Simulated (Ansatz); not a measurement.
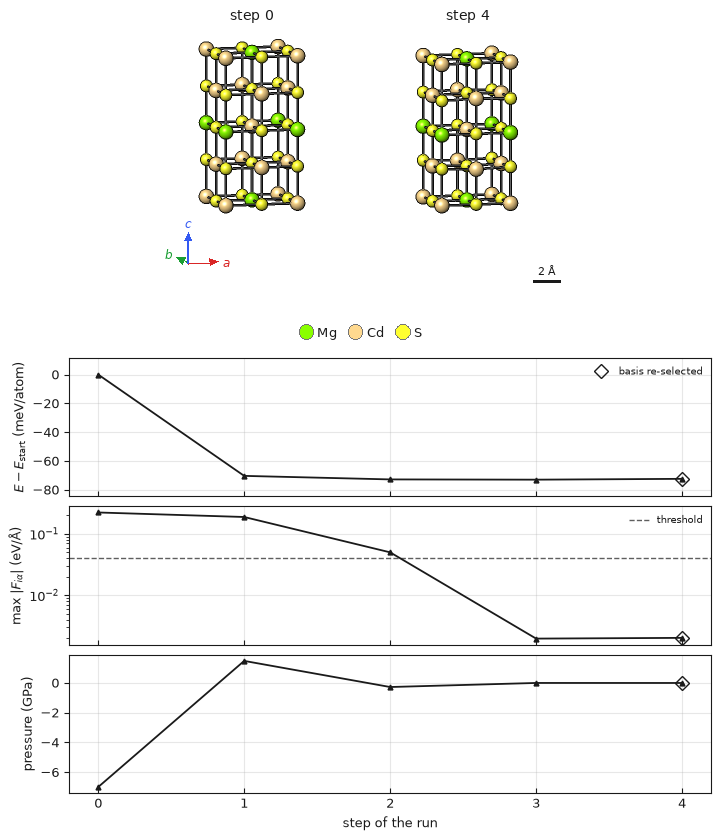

First and last geometry of a relaxation of crystalline MgCd3S4 (a generated structure, set up in I4/mmm) (coarse preliminary run), with the history of the run. Style: ball-and-stick. Shown: the conventional cell (2 times the calculation's cell), slightly off an axis. Lengths and directions refer to the drawn axes.

These are results of DFT PBE, scalar-relativistic, plane waves, PAW in Ansatz, not measurements.

Input
```yaml
crystal:
  lattice:
    - [-2.840915, 2.840915, 5.68183]
    - [2.840915, -2.840915, 5.68183]
    - [2.840915, 2.840915, -5.68183]
  atoms:
    - { symbol: Mg, position: [0.5, 0.5, 0.0] }
    - { symbol: Cd, position: [0.0, 0.0, 0.0] }
    - { symbol: Cd, position: [0.75, 0.25, 0.5] }
    - { symbol: Cd, position: [0.25, 0.75, 0.5] }
    - { symbol: S, position: [0.75, 0.75, 0.0] }
    - { symbol: S, position: [0.5, 0.0, 0.5] }
    - { symbol: S, position: [0.25, 0.25, 0.0] }
    - { symbol: S, position: [0.0, 0.5, 0.5] }
basis:
  ecutwfc: 420
kpoints:
  mp_grid: { grid: [4, 4, 4] }
hamiltonian:
  xc: pbe
scf:
  occupations: { method: gaussian, width: 0.1 }
  lower_state_search: "off"
output:
  forces: true
  stress: true
  eigenvalues: true
relax:
  adjacent_minimum: "off"
  f_tol: 0.04
  max_steps: 70
  cell: { stress_tol: 0.4 }
```

Launched with:
```bash
ansatz run input.yaml --threads 1 --pin off --max-ram 2560MiB --backend cpu --events-out ev --progress --plain --runs-dir out
```

Read the history and describe the run.

It converged. The largest moves relative to the cell, 0.089 Å, are those of S5 and S7. S5 goes along −c. Cd and Mg stay in place. Cell: a = b 5.682 → 5.438 Å (−4.3 %), c 11.364 → 10.888 Å (−4.2 %). Volume −12.2 %. Among the contacts that change: Mg1–S5 2.841 → 2.633 Å, Cd2–S6 2.841 → 2.719 Å, Mg1–S6 2.841 → 2.719 Å, Cd2–S5 2.841 → 2.811 Å. Bond angles that change, for instance: S5–Cd4–S5 180.0° → 176.3°, Cd3–S7–Cd3 180.0° → 176.3°. The space group stays I4/mmm (No. 139). The energy falls by 72.4 meV per atom in 3 accepted moves (4 points after the start). The largest force component goes from 0.22 to 0.002 eV/Å. The pressure goes from −6.99 to −0.01 GPa. At 1 point the geometry stayed and the basis and grid were re-selected for the new cell (energy shift of 0.6 meV per atom at most each time).

```json
{"step": "0", "E − E(0), meV/atom": "0.00", "largest force component, eV/Å": "0.2231", "pressure, GPa": "-6.99", "volume, Å³/atom": "22.928", "note": ""}
{"step": "1", "E − E(0), meV/atom": "-70.34", "largest force component, eV/Å": "0.1884", "pressure, GPa": "1.47", "volume, Å³/atom": "19.746", "note": ""}
{"step": "2", "E − E(0), meV/atom": "-72.80", "largest force component, eV/Å": "0.0501", "pressure, GPa": "-0.28", "volume, Å³/atom": "20.203", "note": ""}
{"step": "3", "E − E(0), meV/atom": "-72.97", "largest force component, eV/Å": "0.0020", "pressure, GPa": "-0.01", "volume, Å³/atom": "20.127", "note": ""}
{"step": "4", "E − E(0), meV/atom": "-72.40", "largest force component, eV/Å": "0.0020", "pressure, GPa": "-0.01", "volume, Å³/atom": "20.127", "note": "same geometry, new basis"}
```
